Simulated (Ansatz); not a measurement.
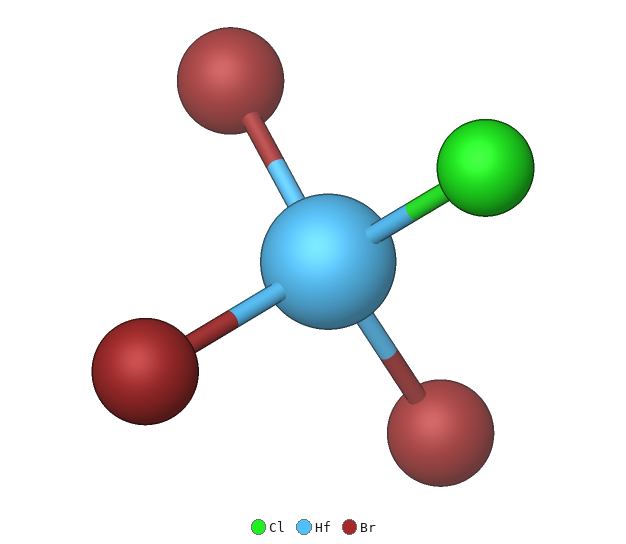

A molecule with one transition-metal atom. The species is neutral and a spin singlet. The geometry was computed by an optimisation with PBE-D4/def2-SVP. No frequency run is at hand to confirm it as a minimum.

> What is the coordination number of the metal, and which atoms bind to it?

Hf binds 4 atoms: 1 Cl at 2.33 Å, 3 Br at 2.48 Å. The arrangement is tetrahedral.

> Give the formal oxidation state and the d-electron count.

Hf(IV), d⁰, counting the ligands as closed-shell ions or neutral donors.
